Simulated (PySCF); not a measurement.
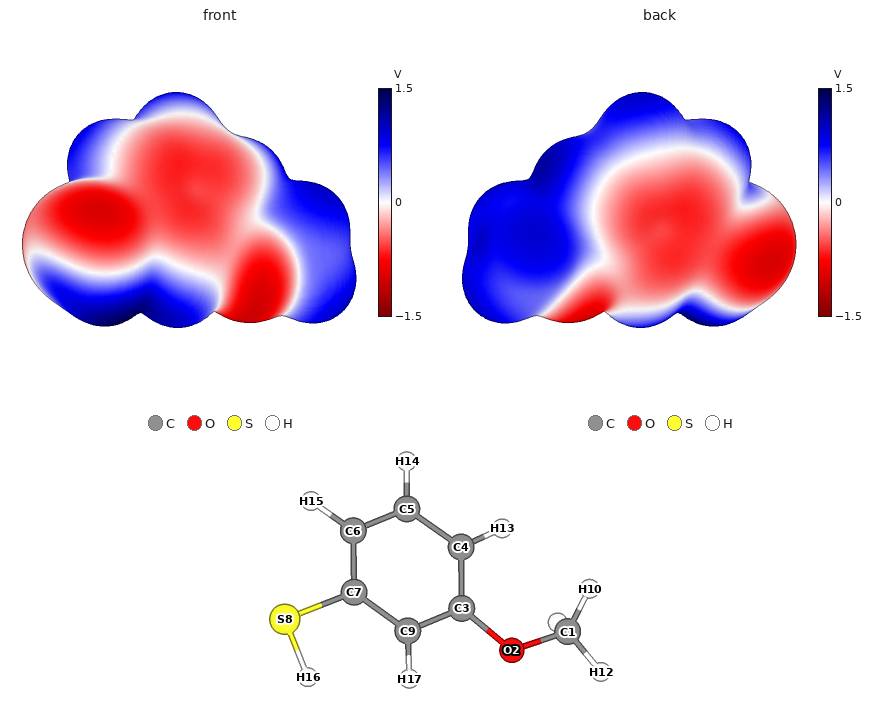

Figure 1: C7H8OS (SMILES COc1cccc(S)c1). The electrostatic potential painted on the density surface at 0.002 e/bohr³, seen from the front and from behind; red is negative and blue positive. The bare structure is drawn below in the same view.

Geometry: GFN2-xTB.

Method: PBE0/def2-SVPD, SCF density, gas phase (PySCF).

```yaml
atoms:
  - { symbol: C, position_ang: [-2.6082, -1.1158, 0.4827] }
  - { symbol: O, position_ang: [-1.4049, -1.2981, -0.2236] }
  - { symbol: C, position_ang: [-0.4136, -0.3782, -0.0699] }
  - { symbol: C, position_ang: [-0.4933, 0.7612, 0.7229] }
  - { symbol: C, position_ang: [0.5907, 1.6225, 0.7942] }
  - { symbol: C, position_ang: [1.7499, 1.3718, 0.0905] }
  - { symbol: C, position_ang: [1.8268, 0.2311, -0.7020] }
  - { symbol: S, position_ang: [3.3244, -0.0714, -1.5916] }
  - { symbol: C, position_ang: [0.7560, -0.6389, -0.7839] }
  - { symbol: H, position_ang: [-3.1013, -0.1790, 0.2045] }
  - { symbol: H, position_ang: [-2.4448, -1.1337, 1.5652] }
  - { symbol: H, position_ang: [-3.2438, -1.9539, 0.2005] }
  - { symbol: H, position_ang: [-1.3839, 0.9885, 1.2857] }
  - { symbol: H, position_ang: [0.5226, 2.5052, 1.4123] }
  - { symbol: H, position_ang: [2.5922, 2.0428, 0.1479] }
  - { symbol: H, position_ang: [2.9294, -1.2117, -2.1543] }
  - { symbol: H, position_ang: [0.7948, -1.5304, -1.3910] }
```

Question: Where is the surface potential most negative and most positive?

Answer: The most negative region (about −1.0 V) lies over O2 and S8, the most positive (about +1.4 V) over H16.

Question: What dipole moment does the calculation give?

Answer: Its dipole moment is 2.30 D.
